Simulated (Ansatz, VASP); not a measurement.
**Cross-check of BeSi2 between VASP and Ansatz**

Wanted: the spread between two codes on one cell, functional and k mesh. The cell is invented: As first built, before any earlier steps moved the atoms: it takes the SrC2 structure with all of its atoms replaced by other elements, volume scaled by an estimate. It may not be a known or stable phase. The cell comes out of the VASP series on this material, whose earlier steps may have relaxed, scaled or displaced it; both programs get it as it stands.

Program: Ansatz 0.2.0. Level of theory: plane waves, with VASP 6.6.1 beside it; relaxation of cell and atoms at PBE. Results are calculated unless marked as measured.

### 1. Set-up

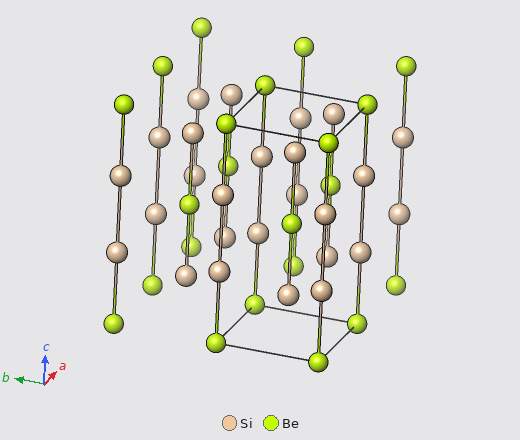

Start, viewed from a free direction; silicon light orange, beryllium green. 2×2×1 cells are drawn. This picture shows the conventional cell, with its axes. Some periodic images of atoms are drawn too.

### 2. VASP: relaxation of cell and atoms, PBE

The relaxed volume is the usual yardstick between codes: its relative difference is about their pressure difference at one cell divided by the bulk modulus.

Lines of VASP's logs that name or quote its potential files are left out, and so is its time.

Input file INCAR:

```
SYSTEM = BeSi2
PREC = Accurate
ENCUT = 400
EDIFF = 1E-06
NELM = 100
ISMEAR = 0
SIGMA = 0.05
LREAL = .FALSE.
ALGO = Normal
GGA = PE
NBANDS = 11
LORBIT = 11
LWAVE = .FALSE.
LCHARG = .FALSE.
IBRION = 2
NSW = 60
ISIF = 3
EDIFFG = -0.01
```

Input file POSCAR:

```
BeSi2
1.0
   -1.6334683953      1.6334683953      3.5537678186
    1.6334683953     -1.6334683953      3.5537678186
    1.6334683953      1.6334683953     -3.5537678186
Si Be
2 1
Direct
    0.6747599658      0.6747599658      0.0000000000
    0.3252400342      0.3252400342      0.0000000000
    0.0000000000      0.0000000000      0.0000000000
```

Input file KPOINTS:

```
Automatic mesh
0
Gamma
11 11 11
0 0 0
```

The projector-augmented-wave data sets are Si and Be (PBE family, release 64).

Started as:

```console
$ mpirun -np 1 vasp_std
```

Numbers of over 12 decimals in the logs are rounded to 6 here.

Log:

```text
[banner, memory and clock lines left out]
running    1 mpi-ranks, on    1 nodes
 distrk:  each k-point on    1 cores,    1 groups
 distr:  one band on    1 cores,    1 groups

 POSCAR found type information on POSCAR SiBe
 POSCAR found :  2 types and       3 ions
 LDA part: xc-table for (Slater+PW92), standard interpolation
 POSCAR, INCAR and KPOINTS ok, starting setup
 FFT: planning ... GRIDC
 FFT: planning ... GRID_SOFT
 FFT: planning ... GRID
 WAVECAR not read
 entering main loop
       N       E                     dE             d eps       ncg     rms          rms(c)
DAV:   1     0.628669101142E+01    0.62867E+01   -0.37431E+03  2772   0.623E+02
DAV:   2    -0.126972409230E+02   -0.18984E+02   -0.18195E+02  3603   0.968E+01
DAV:   3    -0.133332706196E+02   -0.63603E+00   -0.62544E+00  3808   0.152E+01
DAV:   4    -0.133372675189E+02   -0.39969E-02   -0.39952E-02  3487   0.146E+00
DAV:   5    -0.133373021322E+02   -0.34613E-04   -0.34611E-04  3602   0.121E-01    0.463E+00
DAV:   6    -0.132781909174E+02    0.59111E-01   -0.46764E-02  3375   0.108E+00    0.263E+00
DAV:   7    -0.132569222421E+02    0.21269E-01   -0.43661E-02  3535   0.107E+00    0.251E-01
DAV:   8    -0.132561626044E+02    0.75964E-03   -0.40949E-03  3272   0.393E-01    0.118E-01
DAV:   9    -0.132560972630E+02    0.65341E-04   -0.14745E-04  3528   0.818E-02    0.704E-02
DAV:  10    -0.132560972659E+02   -0.29581E-08   -0.28276E-06  3470   0.126E-02
   1 F= -.13256097E+02 E0= -.13255380E+02  d E =-.132561E+02
[... from here on, the cycles between the ionic steps are left out ...]
   2 F= -.13266613E+02 E0= -.13265794E+02  d E =-.105158E-01
   3 F= -.13268498E+02 E0= -.13267542E+02  d E =-.124007E-01
   4 F= -.13267915E+02 E0= -.13267143E+02  d E =-.118175E-01
   5 F= -.13269028E+02 E0= -.13268303E+02  d E =-.129303E-01
   6 F= -.13270800E+02 E0= -.13270090E+02  d E =-.177272E-02
   7 F= -.13270910E+02 E0= -.13270214E+02  d E =-.188285E-02
   8 F= -.13270910E+02 E0= -.13270215E+02  d E =-.188252E-02
 curvature:  -0.60 expect dE=-0.297E-04 dE for cont linesearch -0.172E-06
 ZBRENT: accuracy reached
 trial: gam=-0.03622 g(F)=  0.704E-06 g(S)=  0.486E-04 ort = 0.373E-04 (trialstep = 0.114E+01)
 search vector abs. value=  0.530E-04
 bond charge predicted
       N       E                     dE             d eps       ncg     rms          rms(c)
DAV:   1    -0.132709582786E+02   -0.47891E-04   -0.76388E-04  3260   0.151E-01    0.183E-02
DAV:   2    -0.132709488360E+02    0.94425E-05   -0.31673E-05  3343   0.352E-02    0.977E-03
DAV:   3    -0.132709460674E+02    0.27686E-05   -0.70621E-06  3453   0.138E-02    0.286E-03
DAV:   4    -0.132709460073E+02    0.60134E-07   -0.86161E-07  1668   0.588E-03
   9 F= -.13270946E+02 E0= -.13270255E+02  d E =-.359152E-04
 trial-energy change:   -0.000036  1 .order   -0.000035   -0.000054   -0.000016
 step:   1.6198(harm=  1.6198)  dis= 0.00056  next Energy=   -13.270949 (dE=-0.389E-04)
 reached required accuracy - stopping structural energy minimisation
```

Parts of OUTCAR (step 2):

```text
ion  position               nearest neighbor table
   1  0.675  0.675  0.000-   3 2.31   2 2.48   2 2.55   2 2.55   2 2.55   2 2.55   3 2.62   3 2.62
                             3 2.62   3 2.62
   2  0.325  0.325  0.000-   3 2.31   1 2.48   1 2.55   1 2.55   1 2.55   1 2.55   3 2.62   3 2.62
                             3 2.62   3 2.62
   3  0.000  0.000  0.000-   1 2.31   2 2.31   1 2.62   2 2.62   1 2.62   1 2.62   1 2.62   2 2.62
                             2 2.62   2 2.62

  LATTYP: Found a body centered tetragonal cell.
 ALAT       =     3.2669367906
 C/A-ratio  =     2.1755963132

 Subroutine GETGRP returns: Found 16 space group operations
 (whereof 16 operations were pure point group operations)

The static configuration has the point symmetry D_4h.

 Found    126 irreducible k-points:

   k-points           NKPTS =    126   k-points in BZ     NKDIM =    126   number of bands    NBANDS=     11

   dimension x,y,z NGX =    28 NGY =   28 NGZ =   28
   dimension x,y,z NGXF=    56 NGYF=   56 NGZF=   56

   ENCUT  =  400.0 eV  29.40 Ry    5.42 a.u.   6.91  6.91  6.91*2*pi/ulx,y,z

   NELECT =      10.0000    total number of electrons

 k-points in reciprocal lattice and weights: Automatic mesh
   0.00000000  0.00000000  0.00000000       0.001
   0.09090909  0.00000000 -0.00000000       0.006
   0.18181818  0.00000000 -0.00000000       0.006
   0.27272727  0.00000000 -0.00000000       0.006
   0.36363636 -0.00000000  0.00000000       0.006
   0.45454545 -0.00000000  0.00000000       0.006
   0.09090909  0.09090909 -0.00000000       0.006
   0.18181818  0.09090909 -0.00000000       0.012
   0.27272727  0.09090909 -0.00000000       0.012
[...]
-0.45454545  0.45454545  0.45454545       0.003
  -0.45454545 -0.45454545  0.45454545       0.002

 average (electrostatic) potential at core
       1 -80.6280       2 -80.6280       3 -31.2781

 E-fermi :   9.2509

 k-point     1 :       0.0000    0.0000    0.0000
  band No.  band energies     occupation
      1      -4.6651      2.00000
      2       5.7845      2.00000
      3       5.9026      2.00000
      4       9.3539      0.00360
      5       9.3539      0.00360
      6      10.5038      0.00000
      7      10.5038      0.00000
      8      10.7936      0.00000
    ...

 k-point     2 :       0.0909    0.0000   -0.0000
  band No.  band energies     occupation
      1      -4.5354      2.00000
      2       5.0617      2.00000
      3       6.6635      2.00000
      4       8.0033      2.00000
      5       9.3088      0.10159
      6       9.9198      0.00000
      7      10.8037      0.00000
      8      11.5584      0.00000
      9      13.8552      0.00000
    ...

 k-point     3 :       0.1818    0.0000   -0.0000
  band No.  band energies     occupation
      1      -4.1475      2.00000
      2       4.4393      2.00000
      3       5.6188      2.00000
      4       7.8024      2.00000
      5       9.1963      1.87801
      6       9.3244      0.03763
      7      11.5506      0.00000
      8      12.0998      0.00000
      9      15.0196      0.00000
     10      15.8298      0.00000
    ...

  Total       -0.0005748     -0.0005748     -0.0194380      0.0000000     -0.0000000      0.0000000
  in kB       -0.0244591     -0.0244591     -0.8271953      0.0000000     -0.0000000      0.0000000
  external PRESSURE =      -0.2920378 kB  Pullay stress =       0.0000000 kB

  energy-cutoff  :      400.00
  volume of cell :       37.65
      direct lattice vectors                 reciprocal lattice vectors
    -1.617713787  1.617713787  3.596586503     0.000000000  0.309078160  0.139020707
     1.617713787 -1.617713787  3.596586503     0.309078160  0.000000000  0.139020707
     1.617713787  1.617713787 -3.596586503     0.309078160  0.309078160  0.000000000

 POSITION                                       TOTAL-FORCE (eV/Angst)
 -----------------------------------------------------------------------------------
      0.00000      0.00000      4.81851         0.000000      0.000000      0.000689
      0.00000      0.00000      2.37466        -0.000000     -0.000000     -0.000689
      0.00000      0.00000      0.00000        -0.000000     -0.000000     -0.000000
 -----------------------------------------------------------------------------------
    total drift:                                0.000000     -0.000000      0.000000

  FREE ENERGIE OF THE ION-ELECTRON SYSTEM (eV)
  ---------------------------------------------------
  free  energy   TOTEN  =       -13.2709460073 eV

  energy  without entropy=      -13.2695633310  energy(sigma->0) =      -13.27025467

 reached required accuracy - stopping structural energy minimisation

 total charge
# of ion       s       p       d       tot
------------------------------------------
    1        0.786   0.808   0.000   1.594
    2        0.786   0.808   0.000   1.594
    3        0.387   0.545   0.000   0.932
--------------------------------------------------
tot          1.959   2.161   0.000   4.120

[... 3 further parts left out ...]
```

CONTCAR:

```
BeSi2
   1.00000000000000
    -1.6177137872888221    1.6177137872888221    3.5965865026185435
     1.6177137872888221   -1.6177137872888221    3.5965865026185435
     1.6177137872888221    1.6177137872888221   -3.5965865026185435
  Si              Be
     2     1
Direct
     0.6698730039360482    0.6698730039360482    0.0000000000000000
     0.3301269960639516    0.3301269960639516    0.0000000000000000
     0.0000000000000000    0.0000000000000000    0.0000000000000000
```

### 3. Ansatz: relaxation of cell and atoms, PBE

Ansatz runs on its default PAW (the set named soft_2) files.

The same cell, functional, mesh and smearing now go to Ansatz, which takes its cutoff from its data sets.

Input file input.yaml:

```yaml
crystal:
  lattice:
    - [-1.6334683953, 1.6334683953, 3.5537678186]
    - [1.6334683953, -1.6334683953, 3.5537678186]
    - [1.6334683953, 1.6334683953, -3.5537678186]
  atoms:
    - { symbol: Si, position: [0.6747599658, 0.6747599658, 0.0] }
    - { symbol: Si, position: [0.3252400342, 0.3252400342, 0.0] }
    - { symbol: Be, position: [0.0, 0.0, 0.0] }
hamiltonian:
  xc: pbe
  pseudopotentials: { kind: paw }
kpoints:
  mp_grid: { grid: [11, 11, 11] }
scf:
  occupations: { method: gaussian, width: 0.05 }
relax:
  f_tol: 0.01
  max_steps: 60
  cell: { stress_tol: 0.05 }
output:
  forces: true
  stress: true
```

Started as:

```console
$ ansatz run input.yaml --threads 4 --pin off --max-ram 9216MiB --backend cpu --events-out ev --progress --plain --runs-dir out
```

Log:

```text
Engine: ansatz 0.2.0, aarch64-unknown-linux-gnu
Pseudopotentials: kind: paw
Pseudopotential: Si, paw, valence charge 4, recommended cutoff 420 eV (normal), Si.paw.azcp
Pseudopotential: Be, paw, valence charge 2, recommended cutoff 420 eV (normal), Be.paw.azcp
Functional definition: PBE
  parameter kappa = 0.804
  parameter beta = 0.066725
  exchange = pbe_x(kappa = kappa, mu = beta*pi^2/3)
  correlation = pbe_c(beta = beta)
Crystal: 3 atoms, lattice volume = 37.929 Å³
Basis set: ecut = 420 eV, 735 PW (Γ), exchange–correlation on 60×60×60 points (8 copies of the dense FFT grid, shifted against one another)
Bands: 9, of which v1, the nominal top of the filled ones, is band 5 counted from 1 (4 counted from 0)
Symmetry: 16 space group operations
Space group: I4/mmm (ITA 139), of the structure as read, at distance tolerance 3.4e-5 Å
k-points: 126 of 1331
Non-local potential: Si, projectors of the file, l = 0: 2, l = 1: 2, l = 2: 2
Non-local potential: Be, projectors of the file, l = 0: 2, l = 1: 2, l = 2: 1
PAW form: soft (Blöchl's): semilocal exchange-correlation on the pseudo side does not see the compensation charge
PAW one-centre angular grid: Si, 110 points (default); XC on 64 Gauss nodes
PAW one-centre angular grid: Be, 110 points (default); XC on 64 Gauss nodes
Initial density: superposition of atomic densities (neutral atoms: chi_scale 0, normalization atom), corrected by the library's trained network
Initial wavefunctions: pseudopotential atomic-orbital guess
Functional: x = pbe(κ = 0.804, μ = 0.219515), c = pbe(β = 0.066725)
SCF iter   1: F=—  HF=-1363.028211 eV  |F-HF|=—  |Δ(HF+E_count)|=         —  Δρ=1.77e-3  dr2=5.89e-4  ethr=1.77e-3  ⟨swp⟩=5.4  Hψ=8883  notcnv=0
preconditioner: auto → Kerker (q_TF=auto, 2.185 Å⁻¹)  [metal: Δε(μ)=0.062 eV  Ē_g=9.054 eV  σ=0.050 eV  W_gap=0.49  n_scr=10 (ndim 8)  ℏωp=19.1 eV  f_vac=0.000  D(μ)=1.15/eV (n_scr^D=10)]
SCF iter   2: F=—  HF=-1363.028465 eV  |F-HF|=—  |Δ(HF+E_count)|=   2.54e-4  Δρ=1.08e-3  dr2=2.58e-4  ethr=5.89e-6  ⟨swp⟩=1.8  Hψ=2320  notcnv=0
SCF iter   3: F=—  HF=-1363.028544 eV  |F-HF|=—  |Δ(HF+E_count)|=   7.88e-5  Δρ=1.29e-4  dr2=9.75e-6  ethr=2.58e-6  ⟨swp⟩=2.1  Hψ=1716  notcnv=0
SCF iter   4: F=—  HF=-1363.028556 eV  |F-HF|=—  |Δ(HF+E_count)|=   1.22e-5  Δρ=6.45e-5  dr2=2.40e-6  ethr=9.75e-8  ⟨swp⟩=1.1  Hψ=1103  notcnv=0
iter 5 did not close the SCF: its close was put off for the readings that it lacked (scf_convergence_deferred on its scf_iter line)
SCF iter   5: F=-1363.028555 eV  HF=-1363.028555 eV  |F-HF|=3.17e-9  |Δ(HF+E_count)|=   9.86e-7  Δρ=4.86e-6  dr2=7.44e-9  ethr=2.40e-8  ⟨swp⟩=2.8  Hψ=1740  notcnv=0
SCF iter   6: F=-1363.028555 eV  HF=-1363.028555 eV  |F-HF|=8.32e-11  |Δ(HF+E_count)|=   1.80e-9  Δρ=9.64e-7  dr2=3.19e-10  ethr=7.44e-11  ⟨swp⟩=1.1  Hψ=3372  notcnv=0
SCF 1 converged in 6 iterations: F = -1363.028555 eV  dr2 = 3.19e-10
  greatest PAW one-centre occupation: 0.648 electrons in one spin orbital (limit 2), on the Si atom at site 1 (counted from 0), in its partial waves of l = 0
relax step   1: F+E_penalty+E_count = -1363.02855507 eV  Δ(F+E_penalty+E_count) = +0.000e0 eV  max|allowed force component| = 3.161e-1 eV/Å  Δτ_max = 0.0000 Å  P = +0.277 GPa  Ω = 37.929 Å³  (6 SCF iters, dr2 threshold 1.00e-7 eV, accepted)
[...]
relax step   2: F+E_penalty+E_count = -1363.03816488 eV  Δ(F+E_penalty+E_count) = -9.610e-3 eV  max|allowed force component| = 2.062e-1 eV/Å  Δτ_max = 0.0127 Å  P = +0.350 GPa  Ω = 37.752 Å³  energy of the carried Pulay correction = +3.465e-5 eV  (5 SCF iters, dr2 threshold 3.00e-7 eV, accepted)
[...]
relax step   3: F+E_penalty+E_count = -1363.04238831 eV  Δ(F+E_penalty+E_count) = -4.223e-3 eV  max|allowed force component| = 3.781e-2 eV/Å  Δτ_max = 0.0229 Å  P = -0.356 GPa  Ω = 37.838 Å³  energy of the carried Pulay correction = +1.782e-5 eV  (5 SCF iters, dr2 threshold 3.00e-7 eV, accepted)
[...]
relax step   4: F+E_penalty+E_count = -1363.04318424 eV  Δ(F+E_penalty+E_count) = -7.959e-4 eV  max|allowed force component| = 9.417e-3 eV/Å  Δτ_max = 0.0008 Å  P = +0.095 GPa  Ω = 37.640 Å³  energy of the carried Pulay correction = +5.660e-5 eV  (3 SCF iters, dr2 threshold 3.00e-7 eV, accepted)
[...]
relax step   5: F+E_penalty+E_count = -1363.04330390 eV  Δ(F+E_penalty+E_count) = -1.197e-4 eV  max|allowed force component| = 3.111e-3 eV/Å  Δτ_max = 0.0006 Å  P = +0.064 GPa  Ω = 37.641 Å³  energy of the carried Pulay correction = +5.644e-5 eV  (3 SCF iters, dr2 threshold 3.00e-7 eV, accepted)
[...]
relax step   6: F+E_penalty+E_count = -1363.04330469 eV  Δ(F+E_penalty+E_count) = -7.889e-7 eV  max|allowed force component| = 8.850e-4 eV/Å  Δτ_max = 0.0002 Å  P = -0.016 GPa  Ω = 37.671 Å³  energy of the carried Pulay correction = +5.060e-5 eV  (3 SCF iters, dr2 threshold 1.78e-8 eV, accepted)
[...]
relax step   7: F+E_penalty+E_count = -1363.04326242 eV  Δ(F+E_penalty+E_count) = +4.228e-5 eV  max|allowed force component| = 8.409e-4 eV/Å  Δτ_max = 0.0000 Å  P = -0.017 GPa  Ω = 37.671 Å³  stress off target by 2.03e-2 GPa  SCF on the basis re-selected at this cell (its energy is not comparable with the rows above)  (4 SCF iters)
basis re-selected at this cell: Δ(F+E_penalty+E_count) = +4.228e-5 eV, ΔP = -0.001 GPa vs the last step (what re-selecting the basis moved, of the pressure what is left beyond the Pulay correction that the steps carried, after the strain that the cell walked since its last selection, with what the two solves' SCF thresholds leave and, on support functions, any second-order correction that the steps lacked; it is no m [...]
SCF converged after 4 iterations
Free energy (F): -1363.043262 eV
Harris-Foulkes:  -1363.043262 eV  (|F-HF|=2.05e-12)
Internal energy: -1363.041884 eV  (E = F + TS)
E sigma→0 (E₀):  -1363.042573 eV
Entropy (-TS):   -0.001379 eV (-0.460 meV/atom)
Fermi energy:    9.904046 eV
--- Per-component energies (eV) ---
  E_band       = 43.224155
  E_kinetic    = 102.888866
  E_local      = 0.741206  (includes V_loc(G=0)·N_el)
  E_nonlocal   = 54.997829
  E_hartree    = 3.241122
  E_xc         = -131.545856
  E_vxc        = -116.250998  (∫ρ·V_xc dr)
  E_paw        = -1084.279953  (= ΣΔE_a)
  E_vpaw       = -5.635004  (= ΣTr[D̂ρ^β])
  E_aug_tail   = 0.000012  (compensation charges beyond the density's cutoff)
  E_ewald      = -309.085109
  E_smearing   = -0.001379  (= −TS)
  E_closure    = 0.000000  (closes the sum)
  Σ components = -1363.043262   (vs F -1363.043262, Δ=0.00e0)
--- Forces (eV/Å), atoms counted from 1 ---
  atom   1  Si     0.00000000    -0.00000000     0.00084085
  atom   2  Si     0.00000000    -0.00000000    -0.00084085
  atom   3  Be     0.00000000     0.00000000     0.00000000
  max |Σ_I F_I| component: 4.86e-17 eV/Å
--- Stress (GPa, compression-positive) ---
       -0.020342       0.000000       0.000000
        0.000000      -0.020342      -0.000000
       -0.000000       0.000000      -0.011133
  P = ⅓ Tr σ = -0.0173 GPa (-0.173 kbar)
--- Relaxed structure (6 steps of the walk, 6 accepted, 1 SCFs on fresh bases) ---
  F+E_penalty+E_count = -1363.04326242 eV   max|allowed force component| = 8.409e-4 eV/Å   (the final SCF, on the basis selected at the relaxed cell)
  cell:  # Å, volume = 37.6708 Å³
    - [-1.618199, 1.618199, 3.596507]
    - [1.618199, -1.618199, 3.596507]
    - [1.618199, 1.618199, -3.596507]
  atoms:
    - { symbol: Si, position: [0.669912, 0.669912, 0] }
    - { symbol: Si, position: [0.330088, 0.330088, 0] }
    - { symbol: Be, position: [-1.5254262909508584e-19, -1.5254262909508572e-19, 0] }
```

It took 3.8 s on 4 threads of Arm Neoverse V2, shared host; peak memory 0.36 GiB.

### 4. Differences

Known differences besides the PAW data sets themselves: both relaxations stop at a tolerance, which leaves soft axes loose, and VASP keeps its plane-wave basis; the cutoff is 420 eV in Ansatz and 400 eV in VASP; VASP leaves aspherical gradient terms in its spheres out (LASPH is not set), Ansatz keeps them; Ansatz adds a Pulay correction to the stress that steers its cell, VASP none. Total energies have different zeros and are not compared.

The two programs side by side:

```tsv
quantity	Ansatz	VASP	difference
volume (Å³)	37.67	37.65	+0.06 %
edge a after relaxation, in the typed setting (Å)	4.263	4.263	+0.01 %
```

The walks stopped with -0.02 GPa left in Ansatz and -0.03 GPa in VASP; each walk ends within a tolerance, so the volume difference is uncertain by about these residues over the bulk modulus, most in soft cells.

### 5. Outcome

* difference in volume (relaxation of cell and atoms, PBE): 0.058 %

The difference in volume is 0.058 % (relaxation of cell and atoms, PBE), within the 1.2 % picked in this series as the mark of a large difference, as far as the stopping tolerances let one tell. Differences of this kind measure data sets and numerical settings, not the functional's error against experiment.

[Lines on the potential files, build, host, timing and source positions are cut from VASP's logs without a mark.]

[Logs are printed without paths, hosts, clocks, repeated set-up lines and the standing remarks that a program may print on its own settings, such as how far it seeks lower states.]

[Hosts, paths, dates, database ids (printed as entryN), source tags and the programs' standing remarks are cut or masked in the printed files.]
